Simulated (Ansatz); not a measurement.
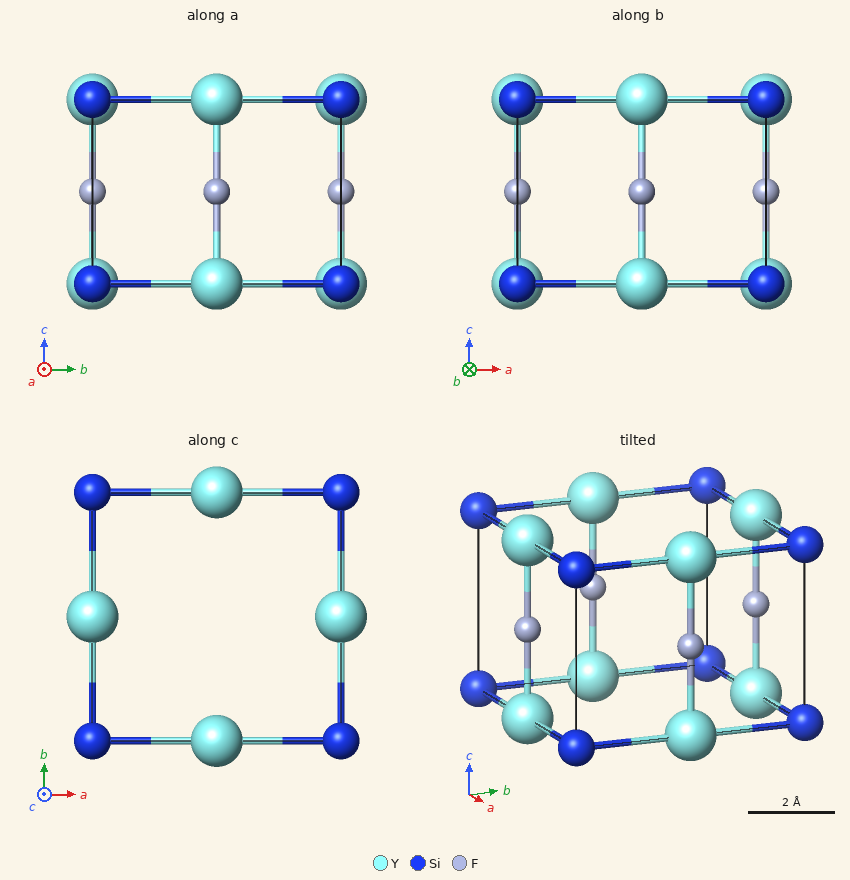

Shown here is a ball-and-stick view of the crystal, taken along the a axis, along the b axis, along the c axis and slightly off an axis. One conventional unit cell is framed, with atoms on its boundary repeated.

Lattice parameters: a = 5.803 Å, b = 5.803 Å, c = 4.303 Å, α = 90.00°, β = 90.00°, γ = 90.00°.

### Record the structure as a table of Wyckoff sites.

Space group P4/mmm (No. 123).
```csv
atom,site,x,y,z
Y,2f,0.5000,0.0000,0.0000
Si,1a,0.0000,0.0000,0.0000
F,2e,0.5000,0.0000,0.5000
```

The structure was taken from a random cell made by a generator, so it need not be a real form of the compound. Earlier steps of the study may have refined or changed the cell and positions. It went into a calculation with Ansatz.
